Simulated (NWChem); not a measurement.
# SVWN5/6-31G(d) (spherical functions) run of BOF (fluoro(oxo)borane)

What is the vertical ionisation energy of BOF (fluoro(oxo)borane) at SVWN5/6-31G* (spherical functions)? 

The results are computed with NWChem 7.3.0.

8 further runs of the same task are left out: 8 set aside as unsound or not needed.

**1. The system as given**

BOF: 3 atoms, total charge 0, spin state singlet. As SMILES, `O=BF`. The coordinates come from a PBE0-D4/def2-TZVP relaxation.

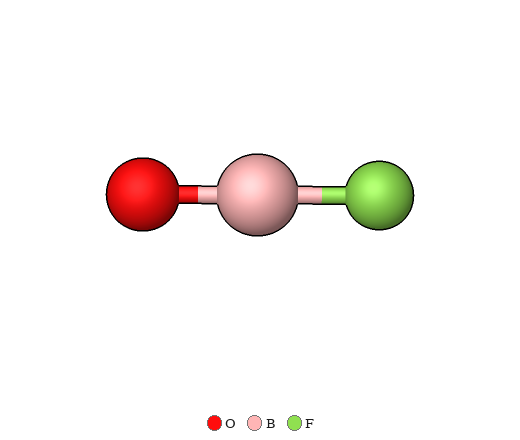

Viewed from a chosen angle; oxygen red, boron pink, fluorine green.

**2. A single-point energy at SVWN5/6-31G(d) (spherical functions)**

bfo.nw reads:

```
start bfo
title "BFO energy"
memory 2200 mb

geometry noautosym nocenter noautoz
   O     0.983100   -0.565100    0.479900
   B     0.020300   -0.011600    0.009900
   F    -1.003400    0.576800   -0.489800
end

basis spherical bse
   * library 6-31G*
end

dft
   xc slater vwn_5
   grid fine
   convergence energy 0.01
   maxiter 100
   mulliken
   print low
end

task dft energy
```

Command:

```sh
$ nwchem bfo.nw > bfo.out
```

The log of the run:

```text
[...]
 d= 0,ls=0.0,diis     1   -198.3966409438 -2.50D+02  4.54D-02  1.35D+00     0.2
[...]
 d= 0,ls=0.0,diis     9   -198.5512808299 -4.60D-07  4.77D-06  1.76D-07     0.8
         Total DFT energy =     -198.551280829899
      One electron energy =     -377.590742217827
           Coulomb energy =      149.285583033575
    Exchange-Corr. energy =      -21.685075501208
 Nuclear repulsion energy =       51.438953855561
[...]
      Total Density - Mulliken Population Analysis
     ---------------------------------------------
    Atom       Charge   Shell Charges
 -----------   ------   -------------------------------------------------------
    1 O    8     8.28   2.00  0.92  2.86  0.85  1.64  0.02
    2 B    5     4.58   2.00  0.50  1.48  0.11  0.36  0.14
    3 F    9     9.14   2.00  0.93  3.32  0.96  1.92  0.01
[...]
```

Run time: 1.3 s. Hardware: 1 thread of Intel Xeon 6975P-C (Granite Rapids), shared host; peak memory 0.11 GiB.

**3. The doublet cation, same level**

test.nw reads:

```
start test
title "BFO energy"
memory total 2200 mb
charge 1

geometry units angstroms noautosym nocenter noautoz
 O      0.983100    -0.565100     0.479900
 B      0.020300    -0.011600     0.009900
 F     -1.003400     0.576800    -0.489800
end

basis spherical bse
 * library 6-31G*
end

dft
 xc slater vwn_5
 mult 2
 grid fine
 convergence energy 0.01
 iterations 100
 mulliken
 print low
end

task dft energy
```

Command:

```sh
$ nwchem test.nw > test.out
```

The log of the run:

```text
[...]
 d= 0,ls=0.0,diis     1   -197.8277691676 -2.49D+02  2.42D-02  6.45D-01     0.3
[...]
 d= 0,ls=0.5,diis    26   -198.0528412380 -8.65D-07  2.60D-07  2.45D-06     2.4
[...]
         Total DFT energy =     -198.052841843642
      One electron energy =     -369.227582051338
           Coulomb energy =      141.007255526984
    Exchange-Corr. energy =      -21.271469174848
 Nuclear repulsion energy =       51.438953855561
[...]
      Total Density - Mulliken Population Analysis
     ---------------------------------------------
    Atom       Charge   Shell Charges
 -----------   ------   -------------------------------------------------------
    1 O    8     7.85   2.00  0.97  2.75  0.86  1.24  0.03
    2 B    5     4.22   2.00  0.54  1.39  0.05  0.11  0.14
    3 F    9     8.92   2.00  0.96  3.26  0.96  1.73  0.02
[...]
      <S2> =      0.7523 (Exact =     0.7500)
[...]
```

Run time: 3.3 s. Hardware: 1 thread of Intel Xeon 6975P-C (Granite Rapids), shared host; peak memory 0.1 GiB.

**4. What came out**

At SVWN5/6-31G* (spherical functions):

| quantity | value |
| --- | --- |
| singlet BOF: total energy | -198.55128 Eh |
| doublet cation: total energy | -198.05284 Eh |
| doublet cation: ⟨S²⟩ | 0.752 |
| vertical ionisation energy (to the doublet cation) | 13.563 eV |

What this shows: The vertical ionisation energy comes to 13.56 eV (1309 kJ/mol).
